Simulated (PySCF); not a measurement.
# CH₇F₃NPSi₂: NMR shifts, electronic excitations and K edges in gas and solvents, part 2 of 2

PySCF 2.14.0. Atoms count from 0. Earlier steps stand in the parts before.

### 6 Ultraviolet spectrum: wB97X-D/def2-SVPD in benzene

What the job is given:

```
{"job": {"kind": "uv", "xc": "wB97X-D", "basis": "def2-SVPD", "solvent": "benzene", "nstates": 6, "ntriplets": 0}, "charge": 0, "multiplicity": 1}
F     -2.570734    -0.506503     1.603471
C     -1.620234    -0.874558     0.728332
F     -2.246603    -1.269114    -0.392808
F     -1.007810    -1.956430     1.240523
Si    -0.347733     0.547230     0.397667
P     -1.497838     2.152079    -0.691747
N      0.946269    -0.012492    -0.599268
Si     2.362011    -0.911388    -0.097793
H      0.180554     0.905066     1.743720
H     -0.760300     3.212190    -0.082148
H     -2.532069     2.169079     0.293314
H      0.775236     0.038363    -1.601140
H      3.592615    -0.336194    -0.721002
H      2.286441    -2.355395    -0.475509
H      2.438519    -0.789917     1.386151
```

With the program's defaults for keys left out, this is: TDDFT wB97X-D/def2-SVPD, vertical, IEF-PCM benzene (non-equilibrium linear response), core orbitals frozen in the response.

Output:

```text
coarse grid: 14624 points
cycle   1  E = -1315.9819135333  dE =  7.324e-01  |g| = 9.163e-01  |ddm| = 4.678e+00
cycle   2  E = -1315.9651120093  dE =  1.680e-02  |g| = 1.045e+00  |ddm| = 1.669e+00
cycle   3  E = -1316.1486505714  dE = -1.835e-01  |g| = 5.031e-02  |ddm| = 8.012e-01
cycle   4  E = -1316.1493332881  dE = -6.827e-04  |g| = 1.916e-02  |ddm| = 1.368e-01
cycle   5  E = -1316.1494351768  dE = -1.019e-04  |g| = 4.649e-03  |ddm| = 5.029e-02
cycle   6  E = -1316.1494420251  dE = -6.848e-06  |g| = 1.866e-03  |ddm| = 1.467e-02
final grid: 130400 points
cycle   7  E = -1316.3108045545  dE = -1.290e-04  |g| = 9.466e-03  |ddm| = 1.454e-01
cycle   8  E = -1316.3108072174  dE = -2.663e-06  |g| = 9.612e-03  |ddm| = 2.449e-02
cycle   9  E = -1316.3108227103  dE = -1.549e-05  |g| = 7.840e-04  |ddm| = 7.448e-03
cycle  10  E = -1316.3108228837  dE = -1.733e-07  |g| = 3.773e-04  |ddm| = 2.218e-03
cycle  11  E = -1316.3108229252  dE = -4.158e-08  |g| = 5.875e-05  |ddm| = 8.695e-04
cycle  12  E = -1316.3108229268  dE = -1.569e-09  |g| = 3.589e-05  |ddm| = 1.884e-04
cycle  13  E = -1316.3108229271  dE = -3.292e-10  |g| = 8.982e-06  |ddm| = 6.911e-05
converged SCF energy = -1316.3108229271

Static polarisability (au): isotropic 117.245, principal 102.203 111.141 138.391

Singlet excitations
state   eV       nm        f      main configurations
  1   6.5189    190.2   0.01029   H->L 0.52, H->L+1 0.21
  2   6.6645    186.0   0.00254   H->L+1 0.32, H-1->L 0.20, H-1->L+1 0.16
  3   7.0237    176.5   0.15213   H-1->L 0.47, H->L 0.17, H->L+1 0.11
  4   7.2244    171.6   0.44493   H->L+2 0.62, H-1->L+2 0.09, H->L+1 0.08
  5   7.3862    167.9   0.03622   H-1->L+1 0.34, H-1->L+2 0.23, H->L+3 0.15
  6   7.5545    164.1   0.05853   H-1->L+1 0.31, H-1->L+2 0.20, H->L+1 0.15
```

Wall time 2.4 min (1 thread, shared host).

Key values: HOMO -9.53 eV, LUMO 1.45 eV; lowest singlet 6.52 eV.

### 7 Excited states and response: wB97X-D/def2-SVPD in cyclohexane

The job, as its differences from that of step 6:

```diff
@@ -1,2 +1,2 @@
-{"job": {"kind": "uv", "xc": "wB97X-D", "basis": "def2-SVPD", "solvent": "benzene", "nstates": 6, "ntriplets": 0}, "charge": 0, "multiplicity": 1}
+{"job": {"kind": "uv", "xc": "wB97X-D", "basis": "def2-SVPD", "solvent": "cyclohexane", "nstates": 6, "ntriplets": 0}, "charge": 0, "multiplicity": 1}
 F     -2.570734    -0.506503     1.603471
```

With the program's defaults for keys left out, this is: TDDFT wB97X-D/def2-SVPD, vertical, IEF-PCM cyclohexane (non-equilibrium linear response), core orbitals frozen in the response.

Output:

```text
coarse grid: 14624 points
cycle   1  E = -1315.9813800690  dE =  7.329e-01  |g| = 9.168e-01  |ddm| = 4.678e+00
cycle   2  E = -1315.9642175892  dE =  1.716e-02  |g| = 1.047e+00  |ddm| = 1.666e+00
cycle   3  E = -1316.1483029813  dE = -1.841e-01  |g| = 5.034e-02  |ddm| = 8.017e-01
cycle   4  E = -1316.1489863880  dE = -6.834e-04  |g| = 1.916e-02  |ddm| = 1.369e-01
cycle   5  E = -1316.1490881105  dE = -1.017e-04  |g| = 4.716e-03  |ddm| = 5.004e-02
cycle   6  E = -1316.1490949967  dE = -6.886e-06  |g| = 1.908e-03  |ddm| = 1.449e-02
final grid: 130400 points
cycle   7  E = -1316.3104571778  dE = -1.289e-04  |g| = 9.487e-03  |ddm| = 1.452e-01
cycle   8  E = -1316.3104597825  dE = -2.605e-06  |g| = 9.647e-03  |ddm| = 2.444e-02
cycle   9  E = -1316.3104753974  dE = -1.561e-05  |g| = 7.844e-04  |ddm| = 7.469e-03
cycle  10  E = -1316.3104755696  dE = -1.723e-07  |g| = 3.772e-04  |ddm| = 2.201e-03
cycle  11  E = -1316.3104756110  dE = -4.135e-08  |g| = 5.842e-05  |ddm| = 8.630e-04
cycle  12  E = -1316.3104756125  dE = -1.536e-09  |g| = 3.567e-05  |ddm| = 1.861e-04
cycle  13  E = -1316.3104756128  dE = -3.229e-10  |g| = 8.919e-06  |ddm| = 6.824e-05
converged SCF energy = -1316.3104756128

Static polarisability (au): isotropic 115.262, principal 100.212 109.261 136.312

Singlet excitations
state   eV       nm        f      main configurations
  1   6.5172    190.2   0.00936   H->L 0.52, H->L+1 0.21
  2   6.6640    186.1   0.00231   H->L+1 0.32, H-1->L 0.20, H-1->L+1 0.16
  3   7.0268    176.4   0.13010   H-1->L 0.47, H->L 0.17, H->L+1 0.12
  4   7.2376    171.3   0.44189   H->L+2 0.64, H-1->L+2 0.08
  5   7.3898    167.8   0.03636   H-1->L+1 0.34, H-1->L+2 0.24, H->L+3 0.15
  6   7.5571    164.1   0.05460   H-1->L+1 0.32, H-1->L+2 0.20, H->L+1 0.15
```

It took 90 s on 1 thread, shared host.

This run: HOMO -9.55 eV, LUMO 1.44 eV; lowest singlet 6.52 eV.

### 8 Core excitations: BHandHLYP/def2-SVPD+aug-pcX-1+pcseg-1

The job, as its differences from that of step 7:

```diff
@@ -1,2 +1,2 @@
-{"job": {"kind": "uv", "xc": "wB97X-D", "basis": "def2-SVPD", "solvent": "cyclohexane", "nstates": 6, "ntriplets": 0}, "charge": 0, "multiplicity": 1}
+{"job": {"kind": "xas", "xc": "BHandHLYP", "basis": {"default": "aug-pcX-1", "H": "pcseg-1", "Si": "def2-SVPD", "P": "def2-SVPD"}}, "charge": 0, "multiplicity": 1}
 F     -2.570734    -0.506503     1.603471
```

Level: core-valence-separated TDA BHandHLYP/aug-pcX-1 H:pcseg-1 Si:def2-SVPD P:def2-SVPD, K edges, non-relativistic, gas phase.

Output:

```text
coarse grid: 14624 points
cycle   1  E = -1316.2550218870  dE =  7.141e-01  |g| = 8.995e-01  |ddm| = 3.980e+00
cycle   2  E = -1316.2315617506  dE =  2.346e-02  |g| = 1.052e+00  |ddm| = 1.364e+00
cycle   3  E = -1316.4044960040  dE = -1.729e-01  |g| = 4.629e-02  |ddm| = 6.445e-01
cycle   4  E = -1316.4050146661  dE = -5.187e-04  |g| = 2.205e-02  |ddm| = 8.805e-02
cycle   5  E = -1316.4051166592  dE = -1.020e-04  |g| = 8.048e-03  |ddm| = 3.066e-02
cycle   6  E = -1316.4051293186  dE = -1.266e-05  |g| = 2.126e-03  |ddm| = 7.746e-03
cycle   7  E = -1316.4051302339  dE = -9.153e-07  |g| = 4.345e-04  |ddm| = 2.763e-03
final grid: 130400 points
cycle   8  E = -1316.4882929637  dE = -7.301e-05  |g| = 3.524e-03  |ddm| = 2.360e-02
cycle   9  E = -1316.4882928173  dE =  1.464e-07  |g| = 3.299e-03  |ddm| = 4.570e-03
cycle  10  E = -1316.4882944174  dE = -1.600e-06  |g| = 3.852e-04  |ddm| = 2.042e-03
cycle  11  E = -1316.4882944423  dE = -2.498e-08  |g| = 1.211e-04  |ddm| = 4.135e-04
cycle  12  E = -1316.4882944454  dE = -3.072e-09  |g| = 2.289e-05  |ddm| = 1.320e-04
cycle  13  E = -1316.4882944455  dE = -1.164e-10  |g| = 1.117e-05  |ddm| = 3.789e-05
converged SCF energy = -1316.4882944455

C K edge
   eV          f      from atoms
  290.775   0.06785   C1
  290.826   0.07090   C1
  292.056   0.05842   C1
  292.749   0.01047   C1
  293.286   0.00808   C1
  293.355   0.00344   C1
  293.642   0.02009   C1
  293.811   0.00275   C1

N K edge
   eV          f      from atoms
  399.074   0.00535   N6
  400.176   0.01938   N6
  400.385   0.02702   N6
  400.782   0.01082   N6
  400.873   0.02123   N6
  401.119   0.00848   N6
  401.464   0.00265   N6
  401.748   0.00030   N6

F K edge
   eV          f      from atoms
  686.555   0.02320   F3
  686.671   0.02081   F2
  686.742   0.02303   F0
  687.611   0.00578   F2
  687.683   0.00399   F0
  687.711   0.00638   F3
  687.811   0.01558   F2
  687.814   0.00608   F0
  687.816   0.00744   F3
  688.310   0.02071   F0
  688.342   0.00993   F2
  688.354   0.01152   F3
  688.496   0.00226   F0
  688.629   0.00120   F2
  688.669   0.00227   F3
  688.682   0.00280   F2
```

It took 60 s on 1 thread, shared host.

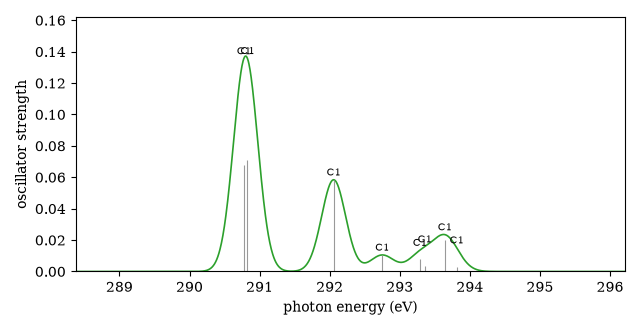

The C K edge. Lines are broadened to a width of 0.40 eV (Gaussian).

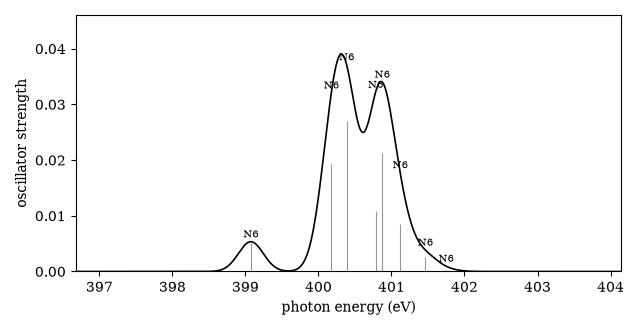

The N K edge. Lines are broadened to a width of 0.40 eV (Gaussian).

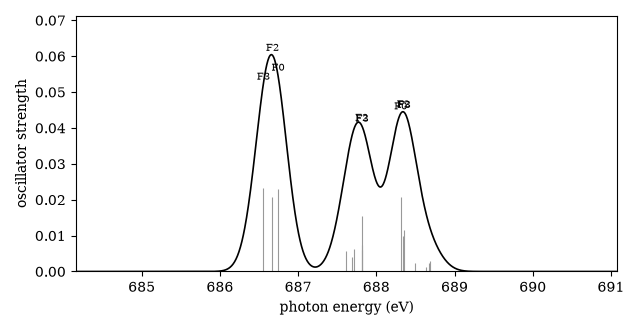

The F K edge. Lines are broadened to a width of 0.40 eV (Gaussian).

### 9 Side by side: NMR shifts

Shifts (ppm) of some atoms, chosen among heavy atoms and hydrogens apart, means over like atoms, with basis size and wall time:

| run | C1 | H9 | H11 | Si4 | Si7 | P5 | N6 | functions | time |
| --- | --- | --- | --- | --- | --- | --- | --- | --- | --- |
| PBE0/pcSseg-1 in benzene | 134.3 | 1.91 | 0.27 | -11.2 | -47.6 | -18.7 | 14.8 | 192 | 2.1 min |
| PBE0/pcSseg-1 in cyclohexane | 134.2 | 1.90 | 0.23 | -11.2 | -47.6 | -18.8 | 14.6 | 192 | 1.9 min |

The continuum's effect on the ground state:

```csv
solvent,ε,polarisation energy (Eh),μ (D)
cyclohexane,2.02,-0.0028,2.47
benzene,2.27,-0.0033,2.50
```

### 10 Side by side: electronic excitations

Excitations and ground-state properties, with basis size and wall time:

| run | lowest singlet (eV) | brightest (eV) | f | gap (eV) | α (Å³) | μ (D) | functions | time |
| --- | --- | --- | --- | --- | --- | --- | --- | --- |
| wB97X-D/def2-SVPD | 6.50 | 7.34 | 0.313 | 10.95 | 15.20 | 2.39 | 237 | 4.2 min |
| wB97X-D/def2-SVPD in benzene | 6.52 | 7.22 | 0.445 | 10.99 | 17.37 | 2.65 | 237 | 2.4 min |
| wB97X-D/def2-SVPD in cyclohexane | 6.52 | 7.24 | 0.442 | 10.98 | 17.08 | 2.62 | 237 | 90 s |

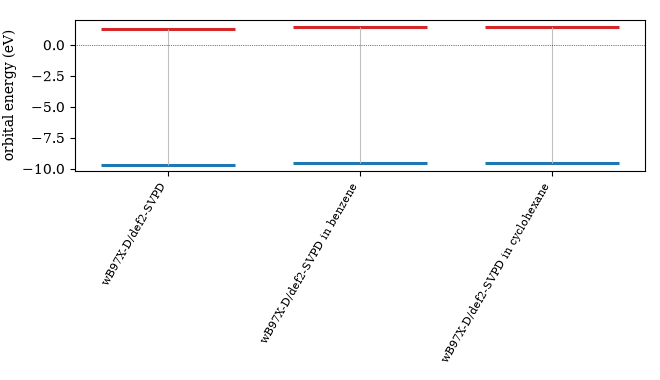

HOMO (blue) and LUMO (red) run by run.

The continuum's effect on the ground state:

```csv
solvent,ε,polarisation energy (Eh),μ (D)
cyclohexane,2.02,-0.0026,2.62
benzene,2.27,-0.0030,2.65
```

### 11 Summary of results

The summary covers parts 1 to 2.

```
                                                                          quantity                                                  value
                                                                       point group                                                     C1
                                              rotational constants (main isotopes)                                   1.26, 0.88, 0.59 GHz
                                   13C shifts against TMS (PBE0/pcSseg-1, benzene)                                              134.3 ppm
   1H shifts against TMS (PBE0/pcSseg-1, benzene, means over atoms taken as alike)                             5.16, 4.73, 1.91, 0.27 ppm
19F shifts against CFCl3 (PBE0/pcSseg-1, benzene, means over atoms taken as alike)                                              -82.0 ppm
                                  29Si shifts against TMS (PBE0/pcSseg-1, benzene)                                       -11.2, -47.6 ppm
                                   31P shifts against PH3 (PBE0/pcSseg-1, benzene)                                              -18.7 ppm
                                   15N shifts against NH3 (PBE0/pcSseg-1, benzene)                                               14.8 ppm
                                                lowest singlet (wB97X-D/def2-SVPD)                            6.50 eV (191 nm), f = 0.005
                                          brightest single state of those computed                            state 4, 7.34 eV, f = 0.313
                                             surface potential, 1st and 99th percentile                                     -0.63 V and 1.85 V
                                                                          C K edge  first line 290.77 eV, strongest 290.83 eV (f = 0.071)
                                                                          N K edge  first line 399.07 eV, strongest 400.38 eV (f = 0.027)
                                                                          F K edge  first line 686.55 eV, strongest 686.55 eV (f = 0.023)
                                                          range of the shift of N6                                       14.6 to 14.8 ppm
                                                       range of the lowest singlet                                        6.50 to 6.52 eV
```

In words: Over 18 steps the energy fell by 0.265 eV; of the close pairs, P5–H10 changed most, 1.385 to 1.428 Å. No frequency check was run at this level, so the end point may be a saddle. At PBE0/pcSseg-1: The widest tensor belongs to F0, F2, F3: span 169 ppm, with a paramagnetic part of -214 ppm. The lowest singlet, at 6.50 eV, is HOMO→LUMO 0.55, HOMO→LUMO+1 0.19 and is weak; of the 6 states computed, the strongest absorption comes from state 4 at 7.34 eV. At the C edge the strongest single line lifts a 1s electron of C1 into several orbitals, led by LUMO+22 (weight 0.14), 0.1 eV above the first line. At the N edge the strongest single line lifts a 1s electron of N6 into several orbitals, led by LUMO+4 (weight 0.37), 1.3 eV above the first line. At the F edge the strongest single line lifts a 1s electron of F3 into several orbitals, led by LUMO+1 (weight 0.20), and it is the first line. Absolute edge energies from this method are off by several eV; spacings are better. Across the 2 runs the shift of N6 moves most, between 14.6 (PBE0/pcSseg-1 in cyclohexane) and 14.8 ppm (PBE0/pcSseg-1 in benzene). Most of that comes from the computed reference, not from the atom's own shielding. The continuum holds electrostatics alone: no hydrogen bonds to the solvent, and the gas-phase geometry is kept. The lowest singlet runs from 6.50 eV (wB97X-D/def2-SVPD) to 6.52 eV (wB97X-D/def2-SVPD in benzene), while the orbital gap spans 10.95 to 10.99 eV. The lowest state need not be the same one in every run.
